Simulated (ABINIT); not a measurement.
# A GW chain in ABINIT: InP (F-43m)

Wanted: ground state, empty states, screening and self-energy for InP (F-43m).

Method: PBE and many-body steps on it, plane waves, in ABINIT 10.8.3.

## (1) Starting point

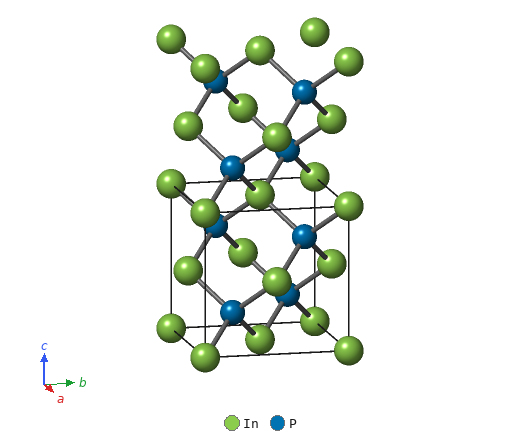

Start, viewed slightly off an axis; indium green, phosphorus blue. 1×1×2 cells are drawn. This picture shows the conventional cell, with its axes. Bonds to atoms that aren't drawn are left out. Some periodic images of atoms are drawn too.

The cell and positions come from the Crystallography Open Database and are kept as given unless a step says otherwise.

## (2) Ground state

This step: ABINIT 10.8.3; DFT, PBE, plane waves, norm-conserving pseudopotentials.

The ground-state density comes first.

run.abi reads:

```
acell 3*1.0 Angstrom
rprim 
  -0.000000000000 2.934350000000 2.934350000000
  2.934350000000 -0.000000000000 2.934350000000
  2.934350000000 2.934350000000 -0.000000000000
ntypat 2
znucl 49 15
natom 2
typat 1 2
xred 
  0.000000000000 0.000000000000 0.000000000000
  0.250000000000 0.250000000000 0.250000000000
pp_dirpath "pseudos"
pseudos "In.upf, P.upf"
ecut 33
ngkpt 6 6 6
nshiftk 1
shiftk 0 0 0
kptopt 1
chksymbreak 0
nband 18
occopt 1
tolvrs 1e-10
nstep 60
prtwf 0
optforces 0
optstress 0
indata_prefix "in"
outdata_prefix "out"
tmpdata_prefix "tmp"
```

The run is started by

```
> OMP_NUM_THREADS=1 mpirun -n 4 abinit run.abi > log
```

Numbers of over 12 decimals in the logs are rounded to 6 here.

Log:

```text
.Version 10.8.3 of ABINIT. v10.8.2 released Aug 2026.

 Symmetries : space group F-4 3 m (#216); Bravais cF (face-center cubic)
================================================================================
 Values of the parameters that define the memory need of the present run
     intxc =       0    ionmov =       0      iscf =       7    lmnmax =       6
     lnmax =       6     mgfft =      45  mpssoang =       3    mqgrid =    3001
     natom =       2  nloc_mem =       1    nspden =       1   nspinor =       1
    nsppol =       1      nsym =      24    n1xccc =    2501    ntypat =       2
    occopt =       1   xclevel =       2
-    mband =          18        mffmem =           1         mkmem =           4
       mpw =        3104          nfft =       91125          nkpt =          16
================================================================================
  Rough estimation (10% accuracy) of disk space for files :
================================================================================

--------------------------------------------------------------------------------
------------- Echo of variables that govern the present computation ------------
--------------------------------------------------------------------------------
 -outvars: echo values of preprocessed input variables --------
            acell      1.8897261259E+00  1.8897261259E+00  1.8897261259E+00 Bohr

      chksymbreak           0
             ecut      3.30000000E+01 Hartree
-          fftalg         312

              ixc     -101130
              kpt      0.00000000E+00  0.00000000E+00  0.00000000E+00
                       1.66666667E-01  0.00000000E+00  0.00000000E+00
                       3.33333333E-01  0.00000000E+00  0.00000000E+00
                       5.00000000E-01  0.00000000E+00  0.00000000E+00
                       1.66666667E-01  1.66666667E-01  0.00000000E+00
                       3.33333333E-01  1.66666667E-01  0.00000000E+00
                       5.00000000E-01  1.66666667E-01  0.00000000E+00
                      -3.33333333E-01  1.66666667E-01  0.00000000E+00
                      -1.66666667E-01  1.66666667E-01  0.00000000E+00
   [... 5 further rows ...]
                      -3.33333333E-01  3.33333333E-01  1.66666667E-01
                      -3.33333333E-01  5.00000000E-01  1.66666667E-01
         kptrlatt        6    0    0      0    6    0      0    0    6
          kptrlen      4.70518853E+01
P           mkmem           4
            natom           2
            nband          18
            ngfft          45      45      45
             nkpt          16
            nstep          60
             nsym          24
           ntypat           2
              occ      2.000000  2.000000  2.000000  2.000000  2.000000  2.000000
                       2.000000  2.000000  2.000000  2.000000  2.000000  2.000000
                       2.000000  0.000000  0.000000  0.000000  0.000000  0.000000
        optforces           0
        optstress           0
            prtwf           0
            rprim     -0.0000000000E+00  2.9343500000E+00  2.9343500000E+00
[...]
spgroup         216

           tolvrs      1.00000000E-10

             xred      0.0000000000E+00  0.0000000000E+00  0.0000000000E+00
[...]
znucl       49.00000   15.00000

================================================================================

 chkinp: Checking input parameters for consistency.

================================================================================
== DATASET  1 ==================================================================
-   mpi_nproc: 4, omp_nthreads: 1 (-1 if OMP is not activated)

--- !DatasetInfo
iteration_state: {dtset: 1, }
dimensions: {natom: 2, nkpt: 16, mband: 18, nsppol: 1, nspinor: 1, nspden: 1, mpw: 3104, }
cutoff_energies: {ecut:  33.0, pawecutdg:  -1.0, }
electrons: {nelect:   2.60000000E+01, charge:   0.00000000E+00, occopt:   1.00000000E+00, tsmear:   1.00000000E-02, }

 Real(R)+Recip(G) space primitive vectors, cartesian coordinates (Bohr,Bohr^-1):
 R(1)=  0.0000000  5.5451179  5.5451179  G(1)= -0.0901694  0.0901694  0.0901694
 R(2)=  5.5451179  0.0000000  5.5451179  G(2)=  0.0901694 -0.0901694  0.0901694
 R(3)=  5.5451179  5.5451179  0.0000000  G(3)=  0.0901694  0.0901694 -0.0901694
 Unit cell volume ucvol=  3.4100625E+02 bohr^3
 Angles (23,13,12)=  6.00000000E+01  6.00000000E+01  6.00000000E+01 degrees

 getcut: wavevector=  0.0000  0.0000  0.0000  ngfft=  45  45  45
         ecut(hartree)=     33.000   => boxcut(ratio)=   2.16973

--- Pseudopotential description ------------------------------------------------
- In Generated using ONCVPSP code by D. R. Hamann
- 49.00000  21.00000  171031                  znucl, zion, pspdat
12 -101130 2 -1 1964                          pspcod,pspxc,lmax,lloc,mmax
     nproj     2     2     2
  pspatm : epsatm=   33.77322108
         --- l  ekb(1:nproj) -->
[...]
pspatm: atomic psp has been read  and splines computed

- P Generated using ONCVPSP code by D. R. Hamann
- 15.00000   5.00000  171031                  znucl, zion, pspdat
12 -101130 2 -1 1298                          pspcod,pspxc,lmax,lloc,mmax
     nproj     2     2     2
  pspatm : epsatm=    8.05910421
         --- l  ekb(1:nproj) -->
[...]
2   -3.154982   -0.827415
 pspatm: atomic psp has been read  and splines computed

   1.08764046E+03                                ecore*ucvol(ha*bohr**3)
--------------------------------------------------------------------------------

_setup2: Arith. and geom. avg. npw (full set) are    3085.792    3085.771

================================================================================

--- !BeginCycle
iteration_state: {dtset: 1, }
solver: {iscf: 7, nstep: 60, nline: 4, wfoptalg: 0, }
tolerances: {tolvrs: 1.00E-10, }

     iter   Etot(hartree)      deltaE(h)  residm     vres2
 ETOT  1  -206.02448098893    -2.060E+02 2.006E-01 1.798E+02
 ETOT  2  -206.37957298910    -3.551E-01 7.285E-03 1.860E+01
 ETOT  3  -206.38183846316    -2.265E-03 1.870E-02 7.032E-01
 ETOT  4  -206.38187289972    -3.444E-05 1.332E-03 1.543E-01
 ETOT  5  -206.38188994096    -1.704E-05 5.514E-04 9.235E-03
 ETOT  6  -206.38189219044    -2.249E-06 2.339E-05 2.217E-03
 ETOT  7  -206.38189251365    -3.232E-07 1.575E-05 4.211E-06
 ETOT  8  -206.38189251432    -6.703E-10 7.250E-07 7.024E-08
 ETOT  9  -206.38189251433    -1.236E-11 5.387E-07 2.608E-09
 ETOT 10  -206.38189251434    -3.439E-12 6.526E-08 2.217E-10
 ETOT 11  -206.38189251434    -2.615E-12 1.863E-08 1.083E-11

 At SCF step   11       vres2   =  1.08E-11 < tolvrs=  1.00E-10 =>converged.

--- !ResultsGS
iteration_state: {dtset: 1, }
comment   : Summary of ground state results
lattice_vectors:
- [ -0.0000000,   5.5451179,   5.5451179, ]
- [  5.5451179,  -0.0000000,   5.5451179, ]
- [  5.5451179,   5.5451179,  -0.0000000, ]
lattice_lengths: [   7.84198,    7.84198,    7.84198, ]
lattice_angles: [ 60.000,  60.000,  60.000, ] # degrees, (23, 13, 12)
lattice_volume:   3.4100625E+02
convergence: {deltae: -2.615E-12, res2:  1.083E-11, residm:  1.863E-08, diffor:  0.000E+00, }
etotal    :  -2.06381893E+02
entropy   :   0.00000000E+00
fermie    :   1.80897190E-01
cartesian_stress_tensor: null
pressure_GPa: null
xred      :
- [  0.0000E+00,   0.0000E+00,   0.0000E+00, In]
- [  2.5000E-01,   2.5000E-01,   2.5000E-01,  P]
cartesian_forces: null
force_length_stats: {min: null, max: null, mean: null, }

 Integrated electronic density in atomic spheres:
 ------------------------------------------------
 Atom  Sphere_radius  Integrated_density
    1        2.00000         17.83551814
    2        2.00000          2.76432611
================================================================================

 ----iterations are completed or convergence reached----

 Mean square residual over all n,k,spin=   11.300E-11; max=  18.633E-09
 reduced coordinates (array xred) for    2 atoms
       0.000000000000      0.000000000000      0.000000000000
       0.250000000000      0.250000000000      0.250000000000
 rms dE/dt=  0.0000E+00; max dE/dt=  0.0000E+00; dE/dt below (all hartree)
    1       0.000000000000      0.000000000000      0.000000000000
    2       0.000000000000      0.000000000000      0.000000000000

 cartesian coordinates (angstrom) at end:
    1      0.000000     0.000000     0.000000
    2      1.467175     1.467175     1.467175
 length scales=  1.889726125908  1.889726125908  1.889726125908 bohr
              =  1.000000000000  1.000000000000  1.000000000000 angstroms
 prteigrs : about to open file out_EIG
 Fermi (or HOMO) energy (hartree) =   0.18090   Average Vxc (hartree)=  -0.34739
 Eigenvalues (hartree) for nkpt=  16  k points:
 kpt#   1, nband= 18, wtk=  0.00463, kpt=  0.0000  0.0000  0.0000 (reduced coord)
  -4.04732   -2.52125   -2.52125   -2.52125   -0.34094   -0.34094   -0.34094   -0.33551
  -0.33551   -0.24140    0.18090    0.18090    0.18090    0.20616    0.33111    0.33111
   0.33111    0.49603
 prteigrs : prtvol=0 or 1, do not print more k-points.

--- !EnergyTerms
iteration_state     : {dtset: 1, }
comment             : Components of total free energy in Hartree
kinetic             :  7.02097974032080E+01
hartree             :  7.45662089227502E+01
xc                  : -3.01399069980933E+01
Ewald energy        : -1.03918092430690E+02
psp_core            :  3.18950299759936E+00
local_psp           : -2.04467737547230E+02
non_local_psp       : -1.58216648618852E+01
total_energy        : -2.06381892514341E+02
total_energy_eV     : -5.61593739138427E+03
band_energy         : -2.65096349818950E+01

== END DATASET(S) ==============================================================
================================================================================

 -outvars: echo values of variables after computation  --------
           etotal     -2.0638189251E+02
            nband          18
             nkpt          16
          spgroup         216
 [... the other variables as echoed above ...]

 Calculation completed.
```

The job ended after 14 s (4 MPI ranks of Arm Neoverse V1, shared host; peak memory 0.32 GiB).

This step gave:

* total energy: -5615.9374 eV
* gap: 0.6874 eV
* k of the valence top: 0, 0, 0
* k of the conduction bottom: 0, 0, 0
* least direct gap: 0.6874 eV

The gap is direct, at Γ.

## (3) Bands along the symmetry lines

The cheap functional maps the bands first; the places of the edges decide which points the dearer methods must see.

run.abi reads:

```
acell 3*1.0 Angstrom
rprim 
  -0.000000000000 2.934350000000 2.934350000000
  2.934350000000 -0.000000000000 2.934350000000
  2.934350000000 2.934350000000 -0.000000000000
ntypat 2
znucl 49 15
natom 2
typat 1 2
xred 
  0.000000000000 0.000000000000 0.000000000000
  0.250000000000 0.250000000000 0.250000000000
pp_dirpath "pseudos"
pseudos "In.upf, P.upf"
ecut 33
iscf -2
irdden 1
kptopt 0
nkpt 50
kpt 
  0.00000000 0.00000000 0.00000000
  -0.06250000 -0.06250000 0.00000000
  -0.12500000 -0.12500000 0.00000000
  -0.18750000 -0.18750000 0.00000000
  -0.25000000 -0.25000000 0.00000000
  -0.31250000 -0.31250000 0.00000000
  -0.37500000 -0.37500000 0.00000000
  -0.43750000 -0.43750000 0.00000000
  -0.50000000 -0.50000000 0.00000000
  -0.48437500 -0.48437500 0.03125000
  -0.46875000 -0.46875000 0.06250000
  -0.45312500 -0.45312500 0.09375000
  -0.43750000 -0.43750000 0.12500000
  -0.42187500 -0.42187500 0.15625000
  -0.40625000 -0.40625000 0.18750000
  -0.39062500 -0.39062500 0.21875000
  -0.37500000 -0.37500000 0.25000000
  -0.37500000 0.00000000 0.37500000
  -0.32812500 0.00000000 0.32812500
  -0.28125000 0.00000000 0.28125000
  -0.23437500 0.00000000 0.23437500
  -0.18750000 0.00000000 0.18750000
  -0.14062500 0.00000000 0.14062500
  -0.09375000 0.00000000 0.09375000
  -0.04687500 0.00000000 0.04687500
  0.00000000 0.00000000 0.00000000
  0.00000000 0.00000000 0.06250000
  0.00000000 0.00000000 0.12500000
  0.00000000 0.00000000 0.18750000
  0.00000000 0.00000000 0.25000000
  0.00000000 0.00000000 0.31250000
  0.00000000 0.00000000 0.37500000
  0.00000000 0.00000000 0.43750000
  -0.00000000 -0.00000000 0.50000000
  -0.06250000 -0.03125000 0.46875000
  -0.12500000 -0.06250000 0.43750000
  -0.18750000 -0.09375000 0.40625000
  -0.25000000 -0.12500000 0.37500000
  -0.31250000 -0.15625000 0.34375000
  -0.37500000 -0.18750000 0.31250000
  -0.43750000 -0.21875000 0.28125000
  -0.50000000 -0.25000000 0.25000000
  -0.50000000 -0.28125000 0.21875000
  -0.50000000 -0.31250000 0.18750000
  -0.50000000 -0.34375000 0.15625000
  -0.50000000 -0.37500000 0.12500000
  -0.50000000 -0.40625000 0.09375000
  -0.50000000 -0.43750000 0.06250000
  -0.50000000 -0.46875000 0.03125000
  -0.50000000 -0.50000000 0.00000000
istwfk *1
nband 23
nbdbuf 5
tolwfr 1e-07
nstep 50
prtwf 0
prtvol 0
indata_prefix "in"
outdata_prefix "out"
tmpdata_prefix "tmp"
```

Log:

```text
.Version 10.8.3 of ABINIT. v10.8.2 released Aug 2026.

 Symmetries : space group F-4 3 m (#216); Bravais cF (face-center cubic)
[... echo of the input left out ...]
== DATASET  1 ==================================================================
-   mpi_nproc: 4, omp_nthreads: 1 (-1 if OMP is not activated)

--- !DatasetInfo
iteration_state: {dtset: 1, }
dimensions: {natom: 2, nkpt: 50, mband: 23, nsppol: 1, nspinor: 1, nspden: 1, mpw: 3119, }
cutoff_energies: {ecut:  33.0, pawecutdg:  -1.0, }
electrons: {nelect:   2.60000000E+01, charge:   0.00000000E+00, occopt:   1.00000000E+00, tsmear:   1.00000000E-02, }

 Real(R)+Recip(G) space primitive vectors, cartesian coordinates (Bohr,Bohr^-1):
 R(1)=  0.0000000  5.5451179  5.5451179  G(1)= -0.0901694  0.0901694  0.0901694
 R(2)=  5.5451179  0.0000000  5.5451179  G(2)=  0.0901694 -0.0901694  0.0901694
 R(3)=  5.5451179  5.5451179  0.0000000  G(3)=  0.0901694  0.0901694 -0.0901694
 Unit cell volume ucvol=  3.4100625E+02 bohr^3
 Angles (23,13,12)=  6.00000000E+01  6.00000000E+01  6.00000000E+01 degrees

 getcut: wavevector=  0.0000  0.0000  0.0000  ngfft=  45  45  45
         ecut(hartree)=     33.000   => boxcut(ratio)=   2.16973

--- Pseudopotential description ------------------------------------------------
- In Generated using ONCVPSP code by D. R. Hamann
- 49.00000  21.00000  171031                  znucl, zion, pspdat
12 -101130 2 -1 1964                          pspcod,pspxc,lmax,lloc,mmax
     nproj     2     2     2
  pspatm : epsatm=   33.77322108
         --- l  ekb(1:nproj) -->
             0    8.444792   -0.551410
             1    2.489821   -1.164509
             2   -3.311344   -0.947824
 pspatm: atomic psp has been read  and splines computed

- P Generated using ONCVPSP code by D. R. Hamann
- 15.00000   5.00000  171031                  znucl, zion, pspdat
12 -101130 2 -1 1298                          pspcod,pspxc,lmax,lloc,mmax
     nproj     2     2     2
  pspatm : epsatm=    8.05910421
         --- l  ekb(1:nproj) -->
[...]
pspatm: atomic psp has been read  and splines computed

--------------------------------------------------------------------------------

================================================================================
 prteigrs : about to open file out_EIG
 Non-SCF case, kpt    1 (  0.00000  0.00000  0.00000), residuals and eigenvalues=
  2.41E-08  1.18E-08  1.89E-08  3.51E-08  9.68E-09  1.70E-08  2.39E-08  3.11E-08
  8.00E-08  6.46E-08  2.37E-08  6.58E-08  4.55E-08  6.04E-08  2.99E-08  4.12E-08
  8.64E-08  2.98E-08  2.67E-08  2.35E-08  4.63E-08  7.42E-08  4.76E-08
 -4.0473E+00 -2.5212E+00 -2.5212E+00 -2.5212E+00 -3.4094E-01 -3.4094E-01
 -3.4094E-01 -3.3551E-01 -3.3551E-01 -2.4140E-01  1.8090E-01  1.8090E-01
  1.8090E-01  2.0616E-01  3.3111E-01  3.3111E-01  3.3111E-01  4.9603E-01
  5.2661E-01  5.2661E-01  5.9319E-01  5.9319E-01  5.9319E-01
[...]
5.3197E-01  5.3968E-01  6.1238E-01  6.1238E-01  6.2453E-01
[...]
Non-SCF case, kpt   49 ( -0.50000 -0.46875  0.03125), residuals and eigenvalues=
[...]
5.7960E-01  6.1383E-01  6.1492E-01  6.8154E-01  7.6588E-01
 Non-SCF case, kpt   50 ( -0.50000 -0.50000  0.00000), residuals and eigenvalues=
[...]
-3.3712E-01 -3.3712E-01 -3.3416E-01 -1.5473E-01 -2.9791E-02  9.6122E-02
  9.6122E-02  2.4583E-01  2.6424E-01  5.1911E-01  5.3215E-01  5.3215E-01
  5.7691E-01  6.1404E-01  6.1404E-01  6.7602E-01  7.7036E-01

--- !ResultsGS
iteration_state: {dtset: 1, }
comment   : Summary of ground state results
lattice_vectors:
- [ -0.0000000,   5.5451179,   5.5451179, ]
- [  5.5451179,  -0.0000000,   5.5451179, ]
- [  5.5451179,   5.5451179,  -0.0000000, ]
lattice_lengths: [   7.84198,    7.84198,    7.84198, ]
lattice_angles: [ 60.000,  60.000,  60.000, ] # degrees, (23, 13, 12)
lattice_volume:   3.4100625E+02
convergence: {deltae:  0.000E+00, res2:  0.000E+00, residm:  9.975E-08, diffor:  0.000E+00, }
etotal    :  -2.06381893E+02
entropy   :   0.00000000E+00
fermie    :   1.80897190E-01
cartesian_stress_tensor: null
pressure_GPa: null
xred      :
- [  0.0000E+00,   0.0000E+00,   0.0000E+00, In]
- [  2.5000E-01,   2.5000E-01,   2.5000E-01,  P]
cartesian_forces: null
force_length_stats: {min: null, max: null, mean: null, }

 Integrated electronic density in atomic spheres:
 ------------------------------------------------
 Atom  Sphere_radius  Integrated_density
[...]
================================================================================

 ----iterations are completed or convergence reached----

 Mean square residual over all n,k,spin=   41.528E-09; max=  99.749E-09
 reduced coordinates (array xred) for    2 atoms
       0.000000000000      0.000000000000      0.000000000000
       0.250000000000      0.250000000000      0.250000000000

 cartesian coordinates (angstrom) at end:
    1      0.000000     0.000000     0.000000
    2      1.467175     1.467175     1.467175
 length scales=  1.889726125908  1.889726125908  1.889726125908 bohr
              =  1.000000000000  1.000000000000  1.000000000000 angstroms
 prteigrs : about to open file out_EIG
 Eigenvalues (hartree) for nkpt=  50  k points:
 kpt#   1, nband= 23, wtk=  1.00000, kpt=  0.0000  0.0000  0.0000 (reduced coord)
[...]
kpt#   2, nband= 23, wtk=  1.00000, kpt= -0.0625 -0.0625  0.0000 (reduced coord)
[...]
kpt#   3, nband= 23, wtk=  1.00000, kpt= -0.1250 -0.1250  0.0000 (reduced coord)
[...]
kpt#  49, nband= 23, wtk=  1.00000, kpt= -0.5000 -0.4687  0.0313 (reduced coord)
[...]
0.52476    0.53621    0.57960    0.61383    0.61492    0.68154    0.76588
 kpt#  50, nband= 23, wtk=  1.00000, kpt= -0.5000 -0.5000  0.0000 (reduced coord)
  -4.04727   -2.52125   -2.52125   -2.52125   -0.34750   -0.33725   -0.33712   -0.33712
  -0.33416   -0.15473   -0.02979    0.09612    0.09612    0.24583    0.26424    0.51911
   0.53215    0.53215    0.57691    0.61404    0.61404    0.67602    0.77036

== END DATASET(S) ==============================================================
================================================================================

 -outvars: echo values of variables after computation  --------
            nband          23
             nkpt          50
          spgroup         216
 [... the other variables as echoed above ...]

 Calculation completed.
```

Run time: 17 s. Hardware: 4 MPI ranks; peak memory 0.31 GiB.

Numbers from this step:

| Quantity | Value |
| --- | --- |
| gap | 0.6874 eV |
| k of the valence top | 0, 0, 0 |
| k of the conduction bottom | 0, 0, 0 |
| least direct gap | 0.6874 eV |

The gap is 0.687 eV, as in the run before at this level.

The electronic bands at the labelled points (eV, zero at the top of the highest filled band):

```
    point  band 10  band 11  band 12  band 13  band 14  band 15  band 16  band 17
        Γ   -11.49     0.00     0.00     0.00     0.69     4.09     4.09     4.09
        X    -9.13    -5.73    -2.31    -2.31     1.77     2.27     9.20     9.56
        U    -9.15    -5.59    -3.29    -1.93     2.36     4.39     7.50     7.53
jump to K    -9.15    -5.59    -3.29    -1.93     2.36     4.39     7.50     7.53
        Γ   -11.49     0.00     0.00     0.00     0.69     4.09     4.09     4.09
        L    -9.78    -5.71    -0.97    -0.97     1.49     4.80     4.80     7.11
        W    -9.06    -5.58    -2.94    -2.89     4.29     4.37     5.56     6.21
        X    -9.13    -5.73    -2.31    -2.31     1.77     2.27     9.20     9.56
```

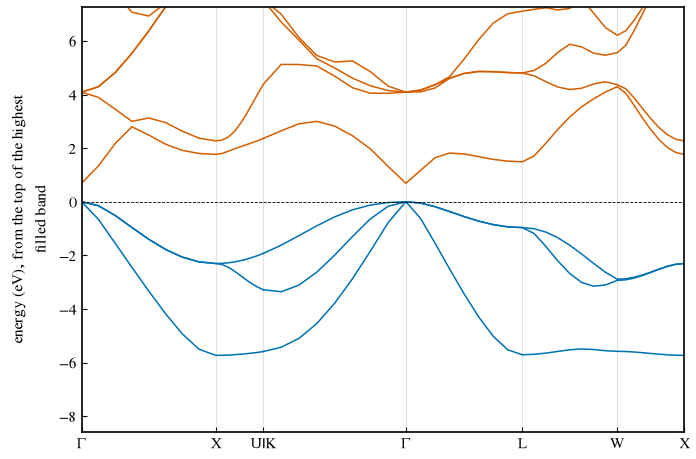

Electronic bands along the path; lines of filled and empty bands in two colours.

[end of part 1 of 2]

[Paths, hosts, dates, memory and timing lines, banners, echoed tables and standing remarks are left out of the program output.]

[Logs are printed without paths, hosts, clocks, repeated set-up lines and the standing remarks that a program may print on its own settings, such as how far it seeks lower states.]

[Runs of the session that timed out or met a known fault of the program may be left out.]

[Hosts, paths, dates, database ids (printed as entryN), source tags and the programs' standing remarks are cut or masked in the printed files.]

[G0W0 gaps are taken among the corrected bands and points alone; a level outside them can change the order at an edge.]

[Where Ansatz stands beside ABINIT at settings called matched, ABINIT's density can come from a denser mesh and the files from another edition; pairs whose starting gaps differed by over 0.03 eV were left out, so agreement reads better than it is.]
